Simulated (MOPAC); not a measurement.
## Run report: SiH2SClO2 (charge +1), geometry relaxation (part 2 of 4)

SiH2SClO2, charge +1; PM6-DH+, closed shell, dispersion DH+ (MOPAC 23.2.5). The run did not end well. The starting geometry was optimised with PM6-DH+. The run did not end well; see the last part.

Geometry of the input (Å):
```
O  -0.9011  0.6037  0.7842
Si 0.0269  0.0586  -0.3231
O  0.9324  -1.1441  0.0203
S  -1.2802  -0.6955  -1.7382
Cl 1.2009  1.5553  -0.9287
H  -1.3845  0.8805  1.4919
H  1.4501  -1.8213  0.3111
```

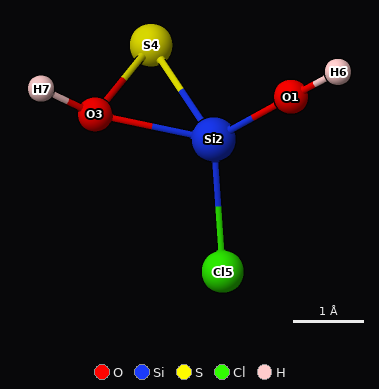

Fig. 1: The geometry at step 90 of the log (ball-and-stick view, seen at a tilt; atoms are numbered from 1 in the order of the input).

**Trajectory as extended XYZ, continued**
```
7
Properties=species:S:1:pos:R:3:forces:R:3 step=45 energy=1.23302
O    -0.8527    0.7135    0.9321   -0.1172   0.1046   0.0481
Si   -0.0700    0.3072   -0.3151    0.0147   0.1960   0.2595
O     0.5755   -1.2197   -0.2974    0.1049   0.1161  -0.0370
S    -0.9759   -1.0004   -1.6804    0.3425  -0.3573   0.3896
Cl    1.2415    1.5986   -0.8837    0.0662   0.2218  -0.0692
H    -1.2646    0.9695    1.7320    0.0070  -0.0367  -0.1616
H     1.1144   -1.8956    0.1129   -0.4181  -0.2444  -0.4294
7
Properties=species:S:1:pos:R:3:forces:R:3 step=48 energy=1.19219
O    -0.8461    0.6800    0.9324   -0.1298   0.2980   0.1446
Si   -0.0757    0.3224   -0.3258    0.0053   0.1138  -0.0975
O     0.6342   -1.2038   -0.3621    0.0377  -0.4674  -0.0099
S    -0.9835   -1.0176   -1.6640    0.5888  -0.2490   0.6895
Cl    1.2415    1.6117   -0.8708    0.1140   0.2520  -0.1209
H    -1.2265    1.0156    1.7122   -0.1217  -0.1096   0.0365
H     0.8888   -1.9322    0.2771   -0.4943   0.1621  -0.6422
7
Properties=species:S:1:pos:R:3:forces:R:3 step=51 energy=1.03795
O    -0.9375    0.7328    0.8806   -0.0666   0.0936   0.1964
Si   -0.0087    0.3554   -0.2768   -0.3840  -0.1902   0.0711
O     0.6201   -1.2408   -0.4307   -0.0466   0.0584  -0.1991
S    -0.9903   -1.0516   -1.5196    0.3320   0.0512   0.1107
Cl    1.2956    1.6440   -0.8744   -0.0783   0.0298   0.0709
H    -1.5128    0.9432    1.6089    0.3465  -0.0139  -0.3149
H     0.9592   -2.0972   -0.1920   -0.1029  -0.0290   0.0648
7
Properties=species:S:1:pos:R:3:forces:R:3 step=54 energy=1.02285
O    -0.9244    0.7611    0.8917   -0.0146  -0.0798  -0.0276
Si   -0.0346    0.3529   -0.2788   -0.0117   0.0185   0.0366
O     0.6173   -1.2381   -0.4428    0.1116   0.0491  -0.1088
S    -0.9720   -1.0598   -1.5228    0.0049  -0.0638  -0.1130
Cl    1.2887    1.6309   -0.8643   -0.0726   0.0493   0.0453
H    -1.4859    0.9510    1.6043    0.0583   0.1339   0.0727
H     0.9650   -2.0913   -0.2145   -0.0759  -0.1071   0.0949
7
Properties=species:S:1:pos:R:3:forces:R:3 step=56 energy=1.01548
O    -0.9241    0.7696    0.8942   -0.0169  -0.1036  -0.0203
Si   -0.0382    0.3504   -0.2749   -0.0159  -0.0610  -0.0046
O     0.6262   -1.2393   -0.4533    0.0742   0.0725  -0.1144
S    -0.9702   -1.0619   -1.5269    0.0568  -0.0488  -0.0413
Cl    1.2837    1.6273   -0.8609   -0.0378   0.0773   0.0269
H    -1.4781    0.9736    1.6087    0.0493   0.1237   0.0723
H     0.9597   -2.0973   -0.2051   -0.1097  -0.0602   0.0814
7
Properties=species:S:1:pos:R:3:forces:R:3 step=59 energy=1.01185
O    -0.9285    0.7688    0.8959   -0.0200  -0.0515   0.0048
Si   -0.0388    0.3470   -0.2690   -0.0042  -0.0270  -0.0176
O     0.6328   -1.2387   -0.4597    0.0902   0.0022  -0.1049
S    -0.9692   -1.0593   -1.5274    0.0710  -0.0574  -0.0271
Cl    1.2819    1.6243   -0.8621   -0.0609   0.0565   0.0445
H    -1.4796    1.0004    1.6075    0.0668   0.0796   0.0328
H     0.9613   -2.1020   -0.2057   -0.1428  -0.0024   0.0675
7
Properties=species:S:1:pos:R:3:forces:R:3 step=62 energy=1.01110
O    -0.9224    0.7584    0.8936   -0.0041  -0.0271   0.1005
Si   -0.0414    0.3554   -0.2828   -0.0346  -0.0474  -0.0501
O     0.6152   -1.2362   -0.4423    0.1168   0.0425  -0.1330
S    -0.9669   -1.0676   -1.5355    0.0458   0.0215  -0.0192
Cl    1.2864    1.6333   -0.8613   -0.0904   0.0259   0.0429
H    -1.4407    0.9707    1.6385    0.0483   0.0808  -0.0375
H     0.9415   -2.0914   -0.1836   -0.0819  -0.0962   0.0964
7
Properties=species:S:1:pos:R:3:forces:R:3 step=65 energy=1.00980
O    -0.9256    0.7615    0.8925    0.0184  -0.0438   0.0479
Si   -0.0403    0.3525   -0.2800   -0.0161  -0.0134  -0.0075
O     0.6216   -1.2373   -0.4478    0.1111  -0.0033  -0.1271
S    -0.9677   -1.0651   -1.5312    0.0449  -0.0161  -0.0427
Cl    1.2851    1.6320   -0.8606   -0.0855   0.0279   0.0417
H    -1.4483    0.9791    1.6296    0.0288   0.0905  -0.0007
H     0.9431   -2.0990   -0.1911   -0.1015  -0.0419   0.0885
7
Properties=species:S:1:pos:R:3:forces:R:3 step=68 energy=1.00944
O    -0.9296    0.7739    0.8923   -0.0231  -0.0504   0.0101
Si   -0.0403    0.3474   -0.2706    0.0054   0.0057  -0.0281
O     0.6370   -1.2382   -0.4710    0.0916  -0.0041  -0.1089
S    -0.9709   -1.0679   -1.5201    0.0352  -0.0172  -0.0602
Cl    1.2841    1.6270   -0.8545   -0.0769   0.0287   0.0369
H    -1.4783    1.0134    1.6028    0.0623   0.0672   0.0411
H     0.9514   -2.1064   -0.2200   -0.0946  -0.0299   0.1090
7
Properties=species:S:1:pos:R:3:forces:R:3 step=71 energy=1.00892
O    -0.9327    0.7721    0.8882    0.0308  -0.0448   0.0430
Si   -0.0380    0.3485   -0.2724   -0.0746  -0.0640  -0.0273
O     0.6360   -1.2388   -0.4701    0.0803   0.0307  -0.1096
S    -0.9735   -1.0689   -1.5204    0.0758  -0.0004  -0.0293
Cl    1.2846    1.6282   -0.8528   -0.0463   0.0540   0.0206
H    -1.4663    1.0125    1.6108    0.0408   0.0638   0.0054
H     0.9552   -2.1032   -0.2142   -0.1069  -0.0392   0.0972
7
Properties=species:S:1:pos:R:3:forces:R:3 step=73 energy=1.00867
O    -0.9329    0.7750    0.8894    0.0027  -0.0482   0.0219
Si   -0.0396    0.3473   -0.2705   -0.0249  -0.0199  -0.0208
O     0.6412   -1.2384   -0.4770    0.0813   0.0093  -0.1118
S    -0.9734   -1.0692   -1.5163    0.0539  -0.0164  -0.0540
Cl    1.2850    1.6269   -0.8518   -0.0647   0.0360   0.0285
H    -1.4782    1.0188    1.6014    0.0561   0.0612   0.0280
H     0.9525   -2.1074   -0.2209   -0.1043  -0.0221   0.1082
7
Properties=species:S:1:pos:R:3:forces:R:3 step=76 energy=1.00505
O    -0.9415    0.7809    0.8880    0.0083  -0.0057   0.0414
Si   -0.0392    0.3405   -0.2593   -0.0136  -0.0054  -0.0560
O     0.6593   -1.2413   -0.5021    0.0750   0.0096  -0.0612
S    -0.9733   -1.0653   -1.5090    0.0501  -0.0718  -0.0712
Cl    1.2800    1.6209   -0.8485   -0.0364   0.0532   0.0260
H    -1.4865    1.0649    1.5865    0.0573   0.0071   0.0354
H     0.9506   -2.1156   -0.2200   -0.1407   0.0129   0.0856
7
Properties=species:S:1:pos:R:3:forces:R:3 step=79 energy=1.00334
O    -0.9288    0.7719    0.8921    0.0115  -0.0397   0.0346
Si   -0.0432    0.3481   -0.2745   -0.0101  -0.0233  -0.0167
O     0.6388   -1.2385   -0.4721    0.0851   0.0172  -0.1145
S    -0.9695   -1.0685   -1.5237    0.0485  -0.0320  -0.0425
Cl    1.2823    1.6277   -0.8526   -0.0585   0.0404   0.0213
H    -1.4581    1.0182    1.6151    0.0374   0.0521   0.0265
H     0.9393   -2.1067   -0.1972   -0.1138  -0.0146   0.0914
7
Properties=species:S:1:pos:R:3:forces:R:3 step=82 energy=1.00051
O    -0.9272    0.7705    0.8940    0.0097  -0.0439   0.0298
Si   -0.0451    0.3494   -0.2763   -0.0009  -0.0254  -0.0022
O     0.6391   -1.2377   -0.4720    0.0807   0.0132  -0.1308
S    -0.9681   -1.0690   -1.5259    0.0563  -0.0277  -0.0369
Cl    1.2821    1.6278   -0.8531   -0.0595   0.0407   0.0201
H    -1.4531    1.0153    1.6198    0.0300   0.0607   0.0206
H     0.9298   -2.1062   -0.1852   -0.1164  -0.0176   0.0994
7
Properties=species:S:1:pos:R:3:forces:R:3 step=85 energy=0.99775
O    -0.9327    0.7960    0.8927    0.0048  -0.0646   0.0322
Si   -0.0553    0.3428   -0.2697    0.0178   0.0007  -0.0262
O     0.6617   -1.2365   -0.5124    0.0621  -0.0061  -0.0939
S    -0.9692   -1.0847   -1.5163    0.0371   0.0172  -0.0323
Cl    1.2794    1.6201   -0.8336   -0.0369   0.0427  -0.0200
H    -1.4487    1.0856    1.6101    0.0225   0.0077   0.0170
H     0.9338   -2.1131   -0.2144   -0.1075   0.0023   0.1232
7
Properties=species:S:1:pos:R:3:forces:R:3 step=87 energy=0.99759
O    -0.9312    0.7962    0.8934    0.0188  -0.0754   0.0180
Si   -0.0568    0.3438   -0.2723    0.0106  -0.0053  -0.0147
O     0.6603   -1.2354   -0.5101    0.0591  -0.0052  -0.0972
S    -0.9693   -1.0862   -1.5178    0.0425   0.0219  -0.0255
Cl    1.2800    1.6202   -0.8329   -0.0356   0.0453  -0.0249
H    -1.4445    1.0805    1.6138    0.0137   0.0133   0.0245
H     0.9339   -2.1114   -0.2116   -0.1092   0.0055   0.1197
7
Properties=species:S:1:pos:R:3:forces:R:3 step=90 energy=0.99579
O    -0.9301    0.7923    0.8944    0.0090  -0.0805   0.0209
Si   -0.0562    0.3452   -0.2734    0.0146  -0.0019  -0.0081
O     0.6581   -1.2356   -0.5058    0.0675  -0.0154  -0.1108
S    -0.9681   -1.0837   -1.5196    0.0421   0.0141  -0.0267
Cl    1.2800    1.6211   -0.8361   -0.0379   0.0454  -0.0175
H    -1.4441    1.0701    1.6171    0.0190   0.0290   0.0203
H     0.9276   -2.1112   -0.2012   -0.1144   0.0094   0.1218
7
Properties=species:S:1:pos:R:3:forces:R:3 step=93 energy=0.99433
O    -0.9293    0.7877    0.8950    0.0138  -0.0566   0.0449
Si   -0.0557    0.3467   -0.2747    0.0065  -0.0135  -0.0109
O     0.6541   -1.2363   -0.5007    0.0974   0.0079  -0.1185
S    -0.9663   -1.0820   -1.5222    0.0252   0.0077  -0.0292
Cl    1.2799    1.6225   -0.8388   -0.0419   0.0421  -0.0109
H    -1.4386    1.0638    1.6227    0.0173   0.0238   0.0029
H     0.9228   -2.1094   -0.1918   -0.1184  -0.0113   0.1215
7
Properties=species:S:1:pos:R:3:forces:R:3 step=96 energy=0.99195
O    -0.9429    0.8072    0.8910    0.0229  -0.0523   0.0198
Si   -0.0648    0.3439   -0.2689    0.0157   0.0007  -0.0189
O     0.6910   -1.2321   -0.5646    0.0296  -0.0079  -0.0398
S    -0.9739   -1.0980   -1.4974    0.0424   0.0315  -0.0474
Cl    1.2846    1.6131   -0.8169   -0.0306   0.0512  -0.0501
H    -1.4553    1.1296    1.5982    0.0255  -0.0388   0.0207
H     0.9094   -2.1088   -0.1966   -0.1056   0.0156   0.1158
7
Properties=species:S:1:pos:R:3:forces:R:3 step=99 energy=0.99045
O    -0.9440    0.8081    0.8910    0.0261  -0.0550   0.0155
Si   -0.0657    0.3441   -0.2687    0.0191   0.0163  -0.0247
O     0.6950   -1.2328   -0.5727    0.0277   0.0075  -0.0411
S    -0.9740   -1.0992   -1.4948    0.0385   0.0328  -0.0555
Cl    1.2851    1.6128   -0.8152   -0.0322   0.0461  -0.0494
H    -1.4570    1.1338    1.5961    0.0225  -0.0390   0.0250
H     0.9021   -2.1064   -0.1892   -0.1017  -0.0087   0.1303
7
Properties=species:S:1:pos:R:3:forces:R:3 step=102 energy=0.97980
O    -0.9392    0.7957    0.8961    0.0392  -0.0331   0.0169
Si   -0.0626    0.3438   -0.2693   -0.0267   0.1561  -0.0652
O     0.6929   -1.2323   -0.5638    0.0427  -0.0851  -0.0679
S    -0.9691   -1.0950   -1.5036    0.0277   0.0758  -0.0535
Cl    1.2821    1.6179   -0.8233   -0.0665   0.0093  -0.0241
H    -1.4469    1.1234    1.6037    0.0125  -0.0465   0.0329
H     0.8544   -2.1015   -0.1514   -0.0290  -0.0765   0.1610
7
Properties=species:S:1:pos:R:3:forces:R:3 step=104 energy=0.97027
O    -0.9338    0.7885    0.9013    0.0272  -0.0156   0.0135
Si   -0.0622    0.3463   -0.2711   -0.0353   0.1359  -0.0862
O     0.6945   -1.2377   -0.5650    0.0175  -0.0332  -0.0614
S    -0.9632   -1.0919   -1.5084    0.0188   0.0805  -0.0537
Cl    1.2782    1.6214   -0.8275   -0.0463   0.0207  -0.0277
H    -1.4417    1.1166    1.6084    0.0096  -0.0518   0.0457
H     0.8100   -2.0952   -0.1106    0.0085  -0.1365   0.1697
7
Properties=species:S:1:pos:R:3:forces:R:3 step=107 energy=0.96776
O    -0.9357    0.7903    0.9015    0.0203  -0.0276  -0.0052
Si   -0.0644    0.3500   -0.2740    0.0135   0.0050  -0.0227
O     0.7000   -1.2449   -0.5767   -0.0204   0.0134   0.0117
S    -0.9642   -1.0904   -1.5025    0.0481   0.0156  -0.0557
Cl    1.2796    1.6212   -0.8251   -0.0221   0.0432  -0.0424
H    -1.4510    1.1145    1.6064    0.0355  -0.0530   0.0296
H     0.8138   -2.0990   -0.0943   -0.0749   0.0034   0.0847
7
Properties=species:S:1:pos:R:3:forces:R:3 step=110 energy=0.96755
O    -0.9354    0.7903    0.9016    0.0213  -0.0254  -0.0024
Si   -0.0651    0.3503   -0.2746    0.0087   0.0100  -0.0318
O     0.6995   -1.2442   -0.5778   -0.0013   0.0057   0.0224
S    -0.9642   -1.0915   -1.5026    0.0366   0.0204  -0.0568
Cl    1.2800    1.6210   -0.8244   -0.0227   0.0433  -0.0433
H    -1.4493    1.1149    1.6072    0.0339  -0.0528   0.0322
H     0.8140   -2.0964   -0.0918   -0.0765  -0.0011   0.0797
7
Properties=species:S:1:pos:R:3:forces:R:3 step=113 energy=0.96757
O    -0.9351    0.7907    0.9014    0.0187  -0.0259   0.0026
Si   -0.0661    0.3506   -0.2756    0.0112   0.0148  -0.0291
O     0.6996   -1.2433   -0.5785    0.0012  -0.0013   0.0265
S    -0.9645   -1.0926   -1.5026    0.0366   0.0217  -0.0566
Cl    1.2804    1.6207   -0.8233   -0.0232   0.0441  -0.0464
H    -1.4472    1.1154    1.6086    0.0337  -0.0547   0.0272
H     0.8150   -2.0948   -0.0908   -0.0782   0.0013   0.0760
7
Properties=species:S:1:pos:R:3:forces:R:3 step=116 energy=0.96757
O    -0.9355    0.7901    0.9011    0.0158  -0.0292   0.0008
Si   -0.0645    0.3505   -0.2745    0.0074   0.0176  -0.0301
O     0.6994   -1.2441   -0.5781    0.0047   0.0000   0.0254
S    -0.9646   -1.0913   -1.5018    0.0372   0.0176  -0.0592
Cl    1.2804    1.6212   -0.8246   -0.0234   0.0430  -0.0431
H    -1.4519    1.1123    1.6062    0.0368  -0.0506   0.0296
H     0.8140   -2.0963   -0.0916   -0.0784   0.0016   0.0766
7
Properties=species:S:1:pos:R:3:forces:R:3 step=118 energy=0.96743
O    -0.9358    0.7872    0.9003    0.0037  -0.0350  -0.0011
Si   -0.0580    0.3500   -0.2708   -0.0110   0.0144  -0.0409
O     0.6978   -1.2476   -0.5743    0.0082  -0.0096   0.0244
S    -0.9646   -1.0857   -1.5001    0.0361   0.0144  -0.0701
Cl    1.2796    1.6240   -0.8300   -0.0234   0.0370  -0.0277
H    -1.4678    1.0992    1.5984    0.0585  -0.0358   0.0367
H     0.8084   -2.1034   -0.0929   -0.0721   0.0148   0.0787
7
Properties=species:S:1:pos:R:3:forces:R:3 step=121 energy=0.96721
O    -0.9354    0.7889    0.9006    0.0112  -0.0328   0.0003
Si   -0.0621    0.3505   -0.2736    0.0037   0.0135  -0.0341
O     0.6986   -1.2455   -0.5762    0.0028  -0.0002   0.0234
S    -0.9648   -1.0892   -1.5012    0.0397   0.0155  -0.0628
Cl    1.2803    1.6225   -0.8266   -0.0246   0.0393  -0.0369
H    -1.4576    1.1056    1.6038    0.0442  -0.0428   0.0328
H     0.8118   -2.0989   -0.0914   -0.0770   0.0076   0.0773
7
Properties=species:S:1:pos:R:3:forces:R:3 step=124 energy=0.96736
O    -0.9356    0.7887    0.9024    0.0477  -0.0099  -0.0075
Si   -0.0673    0.3503   -0.2768   -0.0115   0.0061  -0.0018
O     0.6987   -1.2421   -0.5743   -0.0049   0.0016   0.0104
S    -0.9635   -1.0919   -1.5061    0.0478   0.0099  -0.0459
Cl    1.2791    1.6194   -0.8236   -0.0066   0.0627  -0.0541
H    -1.4357    1.1223    1.6138    0.0145  -0.0686   0.0234
H     0.8177   -2.0937   -0.0893   -0.0869  -0.0018   0.0756
7
Properties=species:S:1:pos:R:3:forces:R:3 step=127 energy=0.96707
O    -0.9348    0.7895    0.9014    0.0188  -0.0291  -0.0003
Si   -0.0641    0.3501   -0.2745    0.0083   0.0151  -0.0294
O     0.6983   -1.2447   -0.5752    0.0019   0.0048   0.0184
S    -0.9640   -1.0902   -1.5034    0.0397   0.0135  -0.0565
Cl    1.2795    1.6216   -0.8256   -0.0215   0.0430  -0.0417
H    -1.4500    1.1112    1.6073    0.0337  -0.0490   0.0315
H     0.8140   -2.0975   -0.0910   -0.0808   0.0016   0.0779
7
Properties=species:S:1:pos:R:3:forces:R:3 step=130 energy=0.96739
O    -0.9335    0.7895    0.9037   -0.0112   0.0063   0.0384
Si   -0.0671    0.3522   -0.2753   -0.0077  -0.0246  -0.0504
O     0.6955   -1.2419   -0.5749    0.0421  -0.0184   0.0346
S    -0.9620   -1.0939   -1.5066    0.0233   0.0476  -0.0413
Cl    1.2798    1.6198   -0.8246   -0.0122   0.0602  -0.0479
H    -1.4433    1.1183    1.6140    0.0518  -0.0782  -0.0073
H     0.8163   -2.0947   -0.0914   -0.0861   0.0072   0.0740
7
Properties=species:S:1:pos:R:3:forces:R:3 step=133 energy=0.96703
O    -0.9339    0.7916    0.9025    0.0094  -0.0309   0.0133
Si   -0.0629    0.3470   -0.2712    0.0091   0.0357  -0.0147
O     0.6983   -1.2479   -0.5724    0.0040   0.0039   0.0193
S    -0.9607   -1.0861   -1.5063    0.0224  -0.0127  -0.0667
Cl    1.2749    1.6213   -0.8280   -0.0056   0.0499  -0.0425
H    -1.4492    1.1166    1.6081    0.0435  -0.0557   0.0160
H     0.8114   -2.1039   -0.0931   -0.0829   0.0098   0.0753
7
Properties=species:S:1:pos:R:3:forces:R:3 step=135 energy=0.96693
O    -0.9351    0.7884    0.9011    0.0160  -0.0264  -0.0018
Si   -0.0626    0.3502   -0.2739    0.0064   0.0095  -0.0320
O     0.6983   -1.2456   -0.5749   -0.0008   0.0076   0.0175
S    -0.9644   -1.0890   -1.5025    0.0430   0.0115  -0.0580
Cl    1.2796    1.6224   -0.8266   -0.0232   0.0405  -0.0385
H    -1.4540    1.1084    1.6050    0.0385  -0.0462   0.0349
H     0.8122   -2.0987   -0.0904   -0.0799   0.0035   0.0778
```
